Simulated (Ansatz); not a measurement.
## The black phosphorene bilayer (AB) between two gates

Aim: charge, voltage and capacitance of the black phosphorene bilayer (AB) in a field-effect set-up.

Method: plane-wave DFT, PBE-D3(BJ), Ansatz PAW, in the first sound run; inputs show where later runs differ, in Ansatz 0.2.0.

## 1. The structure

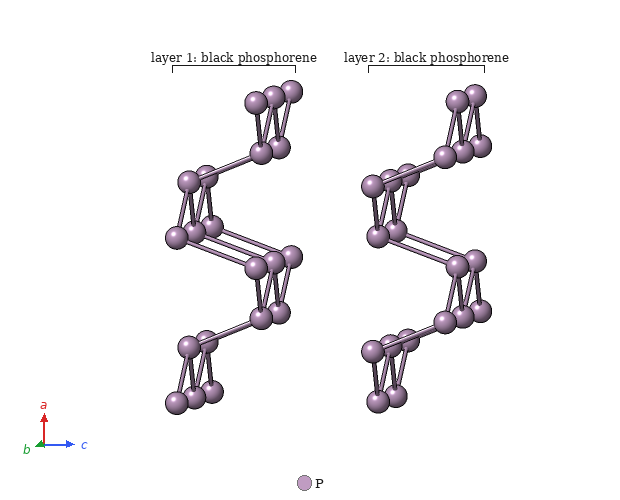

Start, viewed from the side, with the c axis across the page; phosphorus pink. 2×2×1 cells are drawn. Some periodic images of atoms are drawn too.

The cell holds 8 atoms: 8 P. Its edges and angles: a = 4.620 Å, b = 3.300 Å, c = 46.380 Å, α = 90.0°, β = 90.0°, γ = 90.0°. Regions: layer 1: black phosphorene, 4 atoms (4 P); layer 2: black phosphorene, 4 atoms (4 P). Vacuum lies along c.

## 2. Relaxation

The starting cell is a guess, so the in-plane lattice and the atoms are relaxed first, with the slab cut off from its images along the normal.

Contents of input.yaml:

```yaml
crystal:
  lattice:
    - [4.62, 0.0, 0.0]
    - [0.0, 3.3, 0.0]
    - [0.0, 0.0, 46.380000001]
  atoms:
    - { symbol: P, position: [0.09, 0.0, 0.4172056921] }
    - { symbol: P, position: [0.41, 0.5, 0.4193617939] }
    - { symbol: P, position: [0.91, 0.0, 0.4655023717] }
    - { symbol: P, position: [0.59, 0.5, 0.46334627] }
    - { symbol: P, position: [0.09, 0.5, 0.5344976283] }
    - { symbol: P, position: [0.41, 0.0, 0.53665373] }
    - { symbol: P, position: [0.91, 0.5, 0.5827943079] }
    - { symbol: P, position: [0.59, 0.0, 0.5806382061] }
  periodic: [true, true, false]
kpoints:
  mp_grid: { grid: [8, 10, 1] }
hamiltonian:
  xc: pbe
  dispersion: d3bj
scf:
  occupations: { method: fermi_dirac, width: 0.05 }
  convergence: { dr2_threshold: 1.0e-09 }
relax:
  f_tol: 0.004
  max_steps: 90
  cell: {}
output:
  write_potential: true
  write_density: true
  volumetric_format: npy
```

On the command line:

```
$ ansatz run input.yaml --threads 4 --pin off --max-ram 16384MiB --backend cpu --events-out ev --progress --plain --runs-dir out
```

Numbers of over 12 decimals in the logs are rounded to 6 here.

The log of the run:

```text
Warning: relax.cell: scf.convergence.dr2_threshold = 1e-9 eV is looser than the 2.55932515685e-10 eV advised for a relaxation that steers and ends on the stress (1e-10 eV for each atom of the cell: 8, times the square of relax.cell.stress_2d_tol = 0.05 N/m over 17.7 Å (the atoms' height at the walk's start and 5 Å past either face), 2.828e-2 GPa, over a crystal's default 0.05). What an SCF threshold leaves in a stress goes as its square root, and in the free energy as the threshold itself, and one threshold admits the most on a small cell: [figures from the program's tests cut] Set scf.convergence.dr2_threshold to 2.55932515685e-10 eV or tighter. [rest of the remark cut]
Engine: ansatz 0.2.0, aarch64-unknown-linux-gnu
Pseudopotentials: kind: paw
Pseudopotential: P, paw, valence charge 5, recommended cutoff 420 eV (normal), P.paw.azcp
Functional definition: PBE
  parameter kappa = 0.804
  parameter beta = 0.066725
  exchange = pbe_x(kappa = kappa, mu = beta*pi^2/3)
  correlation = pbe_c(beta = beta)
Crystal: 8 atoms, lattice volume = 707.109 Å³
Basis set: ecut = 420 eV, 13979 PW (Γ), exchange–correlation on 64×48×640 points (8 copies of the dense FFT grid, shifted against one another)
Bands: 28, of which v1, the nominal top of the filled ones, is band 20 counted from 1 (19 counted from 0)
Symmetry: 4 space group operations
Space group: P21/m (ITA 11), of the structure as read, at distance tolerance 8.9e-5 Å
k-points: 30 of 80
Non-local potential: P, projectors of the file, l = 0: 2, l = 1: 2, l = 2: 2
PAW form: soft (Blöchl's): semilocal exchange-correlation on the pseudo side does not see the compensation charge
PAW one-centre angular grid: P, 110 points (default); XC on 64 Gauss nodes
Initial density: superposition of atomic densities (neutral atoms: chi_scale 0, normalization atom), corrected by the library's trained network
Initial wavefunctions: pseudopotential atomic-orbital guess
Functional: x = pbe(κ = 0.804, μ = 0.219515), c = pbe(β = 0.066725)
SCF iter   1: F=—  HF=-6047.422332 eV  |F-HF|=—  |Δ(HF+E_count)|=         —  Δρ=1.37e-3  dr2=1.18e-1  ethr=1.77e-3  ⟨swp⟩=13.3  Hψ=7123  notcnv=0
preconditioner: auto → Resta (q_TF=auto, 1.690 Å⁻¹)  ε∞=2.0  [insulator: Δε(μ)=0.340 eV  Ē_g=8.734 eV  σ=0.050 eV  W_gap=0.94  n_scr=54 (ndim 8)  ℏωp=8.8 eV  f_vac=0.741  D(μ)=0.05/eV (n_scr^D=0)  ε∞_Penn≈2.0  vacuum switching on, ρ_ref=5.5e-3 e/Å³]
SCF iter   2: F=—  HF=-6047.428593 eV  |F-HF|=—  |Δ(HF+E_count)|=   6.26e-3  Δρ=1.65e-3  dr2=1.84e-1  ethr=2.96e-4  ⟨swp⟩=4.6  Hψ=2045  notcnv=0  defer=46
SCF iter   3: F=—  HF=-6047.407611 eV  |F-HF|=—  |Δ(HF+E_count)|=   2.10e-2  Δρ=5.95e-4  dr2=4.99e-3  ethr=2.96e-4  ⟨swp⟩=2.9  Hψ=1295  notcnv=0  defer=46
SCF iter   4: F=—  HF=-6047.407748 eV  |F-HF|=—  |Δ(HF+E_count)|=   1.37e-4  Δρ=1.62e-4  dr2=6.89e-4  ethr=1.25e-5  ⟨swp⟩=3.3  Hψ=1691  notcnv=0  defer=46
SCF iter   5: F=—  HF=-6047.407705 eV  |F-HF|=—  |Δ(HF+E_count)|=   4.37e-5  Δρ=6.76e-5  dr2=4.05e-5  ethr=1.72e-6  ⟨swp⟩=2.7  Hψ=1382  notcnv=0  defer=46
SCF iter   6: F=—  HF=-6047.407692 eV  |F-HF|=—  |Δ(HF+E_count)|=   1.28e-5  Δρ=2.09e-5  dr2=7.80e-6  ethr=1.01e-7  ⟨swp⟩=3.0  Hψ=1823  notcnv=0  defer=46
SCF iter   7: F=—  HF=-6047.407690 eV  |F-HF|=—  |Δ(HF+E_count)|=   1.67e-6  Δρ=5.21e-6  dr2=4.71e-7  ethr=1.95e-8  ⟨swp⟩=2.9  Hψ=1597  notcnv=0  defer=46
SCF iter   8: F=—  HF=-6047.407753 eV  |F-HF|=—  |Δ(HF+E_count)|=   6.25e-5  Δρ=1.54e-6  dr2=2.27e-8  ethr=1.18e-9  ⟨swp⟩=2.9  Hψ=1620  notcnv=0  defer=46
SCF iter   9: F=-6047.407753 eV  HF=-6047.407753 eV  |F-HF|=7.87e-10  |Δ(HF+E_count)|=   2.31e-8  Δρ=2.07e-7  dr2=2.69e-10  ethr=2.50e-12  ⟨swp⟩=10.0  Hψ=7775  notcnv=0
SCF 1 converged in 9 iterations: F = -6047.407753 eV  dr2 = 2.69e-10
  greatest PAW one-centre occupation: 0.815 electrons in one spin orbital (limit 2), on the P atom at site 4 (counted from 0), in its partial waves of l = 0
relax step   1: F+E_penalty+E_count = -6047.40775255 eV  Δ(F+E_penalty+E_count) = +0.000e0 eV  max|allowed force component| = 1.075e0 eV/Å  Δτ_max = 0.0000 Å  P = -2.374 N/m  Ω = 707.109 Å³  fix = [c, alpha, beta]  reactions: c +0.000 N/m; beta +0.000 N/m/rad  (9 SCF iters, accepted)
Crystal: 8 atoms, lattice volume = 688.422 Å³
Basis set: ecut = 420 eV, 13579 PW (Γ), exchange–correlation on 64×48×640 points (8 copies of the dense FFT grid, shifted against one another)
Initial density: handed on by an earlier stage of this run
Initial wavefunctions: those handed on with the density
iter 1 solved again at ethr=5.26e-4 eV; its pass at ethr=3.10e-3 eV (dr2=2.11e-1 eV) is discarded
SCF iter   1: F=—  HF=-6047.622467 eV  |F-HF|=—  |Δ(HF+E_count)|=         —  Δρ=5.97e-3  dr2=2.12e-1  ethr=5.26e-4  ⟨swp⟩=2.2  Hψ=8151  notcnv=0
preconditioner: auto → LDOS  [insulator: Δε(μ)=0.304 eV  Ē_g=8.843 eV  σ=0.050 eV  W_gap=0.91  n_scr=54 (ndim 8)  ℏωp=9.0 eV  f_vac=0.744  D(μ)=0.08/eV (n_scr^D=2)  ε∞_Penn≈2.0  β→1.0]
SCF iter   2: F=—  HF=-6047.619180 eV  |F-HF|=—  |Δ(HF+E_count)|=   3.29e-3  Δρ=2.87e-3  dr2=2.05e-1  ethr=5.26e-4  ⟨swp⟩=4.3  Hψ=2178  notcnv=0  defer=1
SCF iter   3: F=—  HF=-6047.585819 eV  |F-HF|=—  |Δ(HF+E_count)|=   3.34e-2  Δρ=1.32e-3  dr2=1.08e-1  ethr=5.13e-4  ⟨swp⟩=4.6  Hψ=2041  notcnv=0  defer=26
SCF iter   4: F=—  HF=-6047.573544 eV  |F-HF|=—  |Δ(HF+E_count)|=   1.23e-2  Δρ=4.52e-4  dr2=3.82e-3  ethr=2.69e-4  ⟨swp⟩=3.4  Hψ=1488  notcnv=0  defer=34
SCF iter   5: F=—  HF=-6047.572194 eV  |F-HF|=—  |Δ(HF+E_count)|=   1.35e-3  Δρ=1.25e-4  dr2=2.33e-4  ethr=9.56e-6  ⟨swp⟩=3.4  Hψ=1816  notcnv=0  defer=34
SCF iter   6: F=—  HF=-6047.572168 eV  |F-HF|=—  |Δ(HF+E_count)|=   2.63e-5  Δρ=3.71e-5  dr2=1.06e-5  ethr=5.81e-7  ⟨swp⟩=2.9  Hψ=1622  notcnv=0  defer=34
SCF iter   7: F=—  HF=-6047.572197 eV  |F-HF|=—  |Δ(HF+E_count)|=   2.92e-5  Δρ=7.36e-6  dr2=5.81e-7  ethr=2.64e-8  ⟨swp⟩=2.7  Hψ=1649  notcnv=0  defer=34
SCF iter   8: F=—  HF=-6047.572255 eV  |F-HF|=—  |Δ(HF+E_count)|=   5.85e-5  Δρ=1.97e-6  dr2=4.05e-8  ethr=1.45e-9  ⟨swp⟩=3.2  Hψ=1801  notcnv=0  defer=34
SCF iter   9: F=—  HF=-6047.572255 eV  |F-HF|=—  |Δ(HF+E_count)|=   2.75e-8  Δρ=7.00e-7  dr2=4.22e-9  ethr=1.01e-10  ⟨swp⟩=2.9  Hψ=1606  notcnv=0  defer=34
SCF iter  10: F=-6047.572255 eV  HF=-6047.572255 eV  |F-HF|=1.86e-9  |Δ(HF+E_count)|=   7.17e-9  Δρ=2.43e-7  dr2=4.39e-10  ethr=2.50e-12  ⟨swp⟩=11.9  Hψ=6925  notcnv=0
SCF 2 converged in 10 iterations: F = -6047.572255 eV  dr2 = 4.39e-10
  greatest PAW one-centre occupation: 0.813 electrons in one spin orbital (limit 2), on the P atom at site 7 (counted from 0), in its partial waves of l = 0
[...]
relax step   4: F+E_penalty+E_count = -6047.70646110 eV  Δ(F+E_penalty+E_count) = -2.236e-2 eV  max|allowed force component| = 2.989e-1 eV/Å  Δτ_max = 0.1950 Å  P = +0.410 N/m  Ω = 674.434 Å³  energy of the carried Pulay correction = +9.453e-4 eV  fix = [c, alpha, beta]  reactions: c +0.000 N/m; beta +0.000 N/m/rad  (10 SCF iters, accepted)
[...]
relax step   5: F+E_penalty+E_count = -6047.74107764 eV  Δ(F+E_penalty+E_count) = -3.462e-2 eV  max|allowed force component| = 8.389e-2 eV/Å  Δτ_max = 0.0868 Å  P = +0.464 N/m  Ω = 655.448 Å³  energy of the carried Pulay correction = +1.515e-3 eV  fix = [c, alpha, beta]  reactions: c +0.000 N/m; beta -0.000 N/m/rad  (9 SCF iters, accepted)
[...]
relax step   6: F+E_penalty+E_count = -6047.74747155 eV  Δ(F+E_penalty+E_count) = -6.394e-3 eV  max|allowed force component| = 4.983e-2 eV/Å  Δτ_max = 0.0398 Å  P = +0.115 N/m  Ω = 662.808 Å³  energy of the carried Pulay correction = +1.293e-3 eV  fix = [c, alpha, beta]  reactions: c +0.000 N/m; beta -0.000 N/m/rad  (9 SCF iters, accepted)
[...]
relax step   7: F+E_penalty+E_count = -6047.74792665 eV  Δ(F+E_penalty+E_count) = -4.551e-4 eV  max|allowed force component| = 1.398e-2 eV/Å  Δτ_max = 0.0074 Å  P = -0.035 N/m  Ω = 662.646 Å³  energy of the carried Pulay correction = +1.297e-3 eV  fix = [c, alpha, beta]  reactions: c +0.000 N/m; beta +0.000 N/m/rad  (8 SCF iters, accepted)
[...]
relax step   8: F+E_penalty+E_count = -6047.74797065 eV  Δ(F+E_penalty+E_count) = -4.400e-5 eV  max|allowed force component| = 1.477e-3 eV/Å  Δτ_max = 0.0022 Å  P = -0.000 N/m  Ω = 662.448 Å³  energy of the carried Pulay correction = +1.303e-3 eV  fix = [c, alpha, beta]  reactions: c -0.000 N/m; beta +0.000 N/m/rad  (7 SCF iters, accepted)
Basis set: ecut = 420 eV, 12963 PW (Γ), exchange–correlation on 60×48×640 points (8 copies of the dense FFT grid, shifted against one another)
Initial wavefunctions: pseudopotential atomic-orbital guess (no wavefunctions were taken with the density)
iter 1 solved again at ethr=4.41e-7 eV; its pass at ethr=3.10e-3 eV (dr2=1.77e-4 eV) is discarded
SCF iter   1: F=—  HF=-6047.747326 eV  |F-HF|=—  |Δ(HF+E_count)|=         —  Δρ=1.73e-5  dr2=1.81e-7  ethr=4.41e-7  ⟨swp⟩=5.4  Hψ=11037  notcnv=0
eigensolver tolerance schedule: the retry pair's looser diagonalisation over-reported the residual by 972.15 of it (diagonalisation noise at 0.16 of the residual, at the tolerance the schedule requests for it); recorded, not acted on — ethr = c·dr2/N_el stays at c = 1.0e-1
SCF iter   2: F=—  HF=-6047.747332 eV  |F-HF|=—  |Δ(HF+E_count)|=   6.47e-6  Δρ=1.65e-6  dr2=4.97e-8  ethr=4.53e-10  ⟨swp⟩=4.8  Hψ=2770  notcnv=0
SCF iter   3: F=—  HF=-6047.747332 eV  |F-HF|=—  |Δ(HF+E_count)|=   4.54e-9  Δρ=1.66e-6  dr2=7.00e-8  ethr=1.24e-10  ⟨swp⟩=3.4  Hψ=1927  notcnv=0
SCF iter   4: F=-6047.747332 eV  HF=-6047.747332 eV  |F-HF|=1.81e-10  |Δ(HF+E_count)|=   1.46e-8  Δρ=2.29e-7  dr2=7.30e-10  ethr=2.50e-12  ⟨swp⟩=15.9  Hψ=9099  notcnv=0
SCF 9 converged in 4 iterations: F = -6047.747332 eV  dr2 = 7.30e-10
relax step   9: F+E_penalty+E_count = -6047.74733229 eV  Δ(F+E_penalty+E_count) = +6.384e-4 eV  max|allowed force component| = 1.445e-3 eV/Å  Δτ_max = 0.0000 Å  P = -0.009 N/m  Ω = 662.448 Å³  fix = [c, alpha, beta]  reactions: c +0.000 N/m; beta +0.000 N/m/rad  stress off target by 1.72e-2 N/m on what of the cell is left free  SCF on the basis re-selected at this cell (its energy is not comparable with the rows above)  (4 SCF iters)
basis re-selected at this cell: Δ(F+E_penalty+E_count) = +6.384e-4 eV, ΔP = -0.009 N/m vs the last step (what re-selecting the basis moved, of the pressure what is left beyond the Pulay correction that the steps carried, after the strain that the cell walked since its last selection, with what the two solves' SCF thresholds leave and, on support functions, any second-order correction that the steps lacked; it is no measure of the basis error at this ecutwfc). The dense FFT grid was sized anew with the basis: this SCF ran on 30×24×320 points, the steps before it on 32×24×320, so part of this shift can come from that change (see relax.cell in the input reference). [rest of the remark cut]
WARN: The output density's exchange-correlation potential varies sharply where the density is thin. Do not read a vacuum level from v_tot or v_xc, or from such a field of the output density. On a cell that repeats whose density bears no net charge and no dipole along the vacuum's axis use v_es (v_loc + v_h of the components); under efield.dipole_correction with no amplitude use v_es + v_field, which holds any externa [...]
SCF converged after 4 iterations
Free energy (F): -6047.747332 eV
Harris-Foulkes:  -6047.747332 eV  (|F-HF|=1.81e-10)
Internal energy: -6047.744532 eV  (E = F + TS)
E sigma→0 (E₀):  -6047.745932 eV
Entropy (-TS):   -0.002800 eV (-0.350 meV/atom)
Fermi energy:    -4.367081 eV
--- Per-component energies (eV) ---
  E_band       = -447.093646
  E_kinetic    = 561.718709
  E_local      = -85106.563439  (includes V_loc(G=0)·N_el)
  E_nonlocal   = 271.505070
  E_hartree    = 42185.583547
  E_xc         = -490.821709
  E_vxc        = -484.656765  (∫ρ·V_xc dr)
  E_paw        = -4554.686006  (= ΣΔE_a)
  E_vpaw       = -60.266370  (= ΣTr[D̂ρ^β])
  E_aug_tail   = 0.000025  (compensation charges beyond the density's cutoff)
  E_ewald      = 41088.047765
  E_disp       = -2.528495  (pairwise vdW)
  E_smearing   = -0.002800  (= −TS)
  E_closure    = 0.000000  (closes the sum)
  Σ components = -6047.747332   (vs F -6047.747332, Δ=0.00e0)
--- Forces (eV/Å), atoms counted from 1 ---
  atom   1  P     -0.00144525    -0.00000000    -0.00042274
  atom   2  P      0.00127081     0.00000000    -0.00027479
  atom   3  P     -0.00140125     0.00000000     0.00090210
  atom   4  P      0.00104446    -0.00000000     0.00108547
  atom   5  P      0.00140125    -0.00000000    -0.00090210
  atom   6  P     -0.00104446     0.00000000    -0.00108547
  atom   7  P      0.00144525     0.00000000     0.00042274
  atom   8  P     -0.00127081    -0.00000000     0.00027479
  max |Σ_I F_I| component: 1.08e-19 eV/Å
--- 2D stress c σ (N/m, compression-positive) ---
       -0.017192      -0.000000      -0.000000
       -0.000000      -0.001720      -0.000000
       -0.000000      -0.000000      -0.000000
  P = ½ c Tr σ = -0.0095 N/m
--- Band table (eV; the first three rows and the last of 30) ---
  k-point 0: bands = [... 16 lower, -6.7034, -6.6601, -5.3952, -4.4049, -4.3129, -3.6325, -3.6202, -3.3201, ... 4 higher]
  k-point 1: bands = [... 16 lower, -7.1197, -6.6287, -5.3381, -4.5199, -4.2053, -3.5299, -2.6728, -2.4076, ... 4 higher]
  k-point 2: bands = [... 16 lower, -6.9684, -6.4584, -5.4240, -4.9982, -3.9102, -3.5620, -3.0021, -2.9641, ... 4 higher]
  k-point 29: bands = [... 16 lower, -6.4687, -6.4687, -6.4607, -6.4607, -2.4847, -2.4847, -2.4753, -2.4753, ... 4 higher]
  the weakly bound empty levels are not read free of the cell's end (no_gap_told)
--- Relaxed structure (8 steps of the walk, 8 accepted, 1 SCFs on fresh bases) ---
  F+E_penalty+E_count = -6047.74733229 eV   max|allowed force component| = 1.445e-3 eV/Å   (the final SCF, on the basis selected at the relaxed cell)
  cell:  # Å, volume = 662.4482 Å³
    - [4.320110, 0.0, 0]
    - [0.0, 3.306180, 0.0]
    - [0, 0.0, 46.380000001]
  atoms:
    - { symbol: P, position: [0.079416, 0.0, 0.421969] }
    - { symbol: P, position: [0.422689, 0.5, 0.421981] }
    - { symbol: P, position: [0.923399, 0.0, 0.468208] }
    - { symbol: P, position: [0.578653, 0.5, 0.468222] }
    - { symbol: P, position: [0.076601, 0.5, 0.531792] }
    - { symbol: P, position: [0.421347, 0.0, 0.531778] }
    - { symbol: P, position: [0.920584, 0.5, 0.578031] }
    - { symbol: P, position: [0.577311, 0.0, 0.578019] }
```

It took 1.7 min on 4 threads of Arm Neoverse V2, shared host; peak memory 1.3 GiB.

The steps of the relaxation:

```csv
step,energy less that of the first step (eV),largest force component (eV/Å),volume (Å³)
1,0.0000,1.0746,707.11
2,-0.1645,0.4433,688.42
3,-0.2764,0.1755,680.87
4,-0.2987,0.2989,674.43
5,-0.3333,0.0839,655.45
6,-0.3397,0.0498,662.81
7,-0.3402,0.0140,662.65
8,-0.3402,0.0015,662.45
9*,-0.3396,0.0014,662.45
```

Relaxation steps marked * repeat the geometry before them on a plane-wave basis chosen anew for their cell, so energy and pressure can jump there.

The run keeps the 4 symmetry operations that it works with, so distortions that break them were not tested.

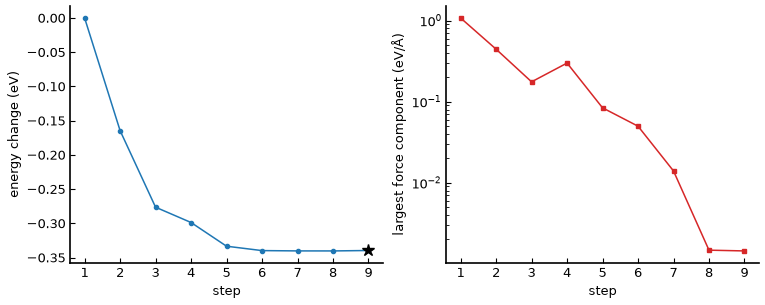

Energy and largest force along the relaxation. Stars mark steps on a basis chosen anew.

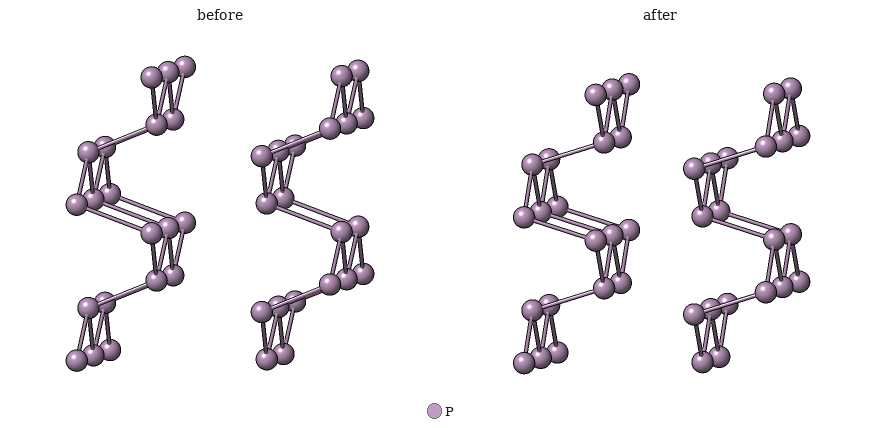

The structure before and after the relaxation, drawn at the same scale.

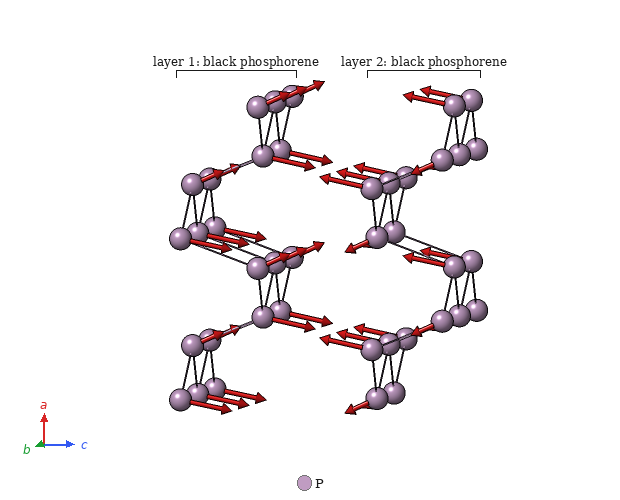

Displacements in the relaxation, exaggerated, measured against the changing cell; the longest in the cell stands for 0.23 Å. 2×2×1 cells are drawn. Some periodic images of atoms are drawn too.

```csv
cell as run,before,after,change
a (Å),4.620,4.320,-6.5 %
b (Å),3.300,3.306,+0.2 %
```

The atoms that moved most (Å, along periodic axes as changes of fractional coordinates times the final cell, across vacuum about the mean position):

```csv
atom,dx,dy,dz,length
P4,-0.049,0.000,0.226,0.231
P6,0.049,0.000,-0.226,0.231
P7,0.046,0.000,-0.221,0.226
P1,-0.046,0.000,0.221,0.226
P5,-0.058,0.000,-0.125,0.138
P3,0.058,0.000,0.125,0.138
P8,-0.055,0.000,-0.121,0.133
P2,0.055,0.000,0.121,0.133
```

The relaxed structure:

```cif
data_structure
_symmetry_space_group_name_H-M 'P 1'
_symmetry_Int_Tables_number 1
_cell_length_a 4.3201
_cell_length_b 3.3062
_cell_length_c 46.3800
_cell_angle_alpha 90.000
_cell_angle_beta 90.000
_cell_angle_gamma 90.000
_cell_volume 662.45
loop_
_atom_site_label
_atom_site_type_symbol
_atom_site_fract_x
_atom_site_fract_y
_atom_site_fract_z
_atom_site_occupancy
P1 P 0.07942 0.00000 0.42197 1
P2 P 0.42269 0.50000 0.42198 1
P3 P 0.92340 0.00000 0.46821 1
P4 P 0.57865 0.50000 0.46822 1
P5 P 0.07660 0.50000 0.53179 1
P6 P 0.42135 0.00000 0.53178 1
P7 P 0.92058 0.50000 0.57803 1
P8 P 0.57731 0.00000 0.57802 1
```

This step gave:

```yaml
energy_at_zero_smearing: -6047.7459 eV
```

The lattice constant a goes from 4.620 to 4.320 Å.

(Part 1 of 3 ends here.)

[Logs are printed without paths, hosts, clocks, repeated set-up lines and the standing remarks that a program may print on its own settings, such as how far it seeks lower states.]

[Hosts, paths, dates, database ids (printed as entryN), source tags and the programs' standing remarks are cut or masked in the printed files.]

[Maps of the electrostatic potential energy from Ansatz leave out the sawtooth potential of an applied field or a dipole correction, so their vacuum need not be flat; planar profiles and work functions include it.]
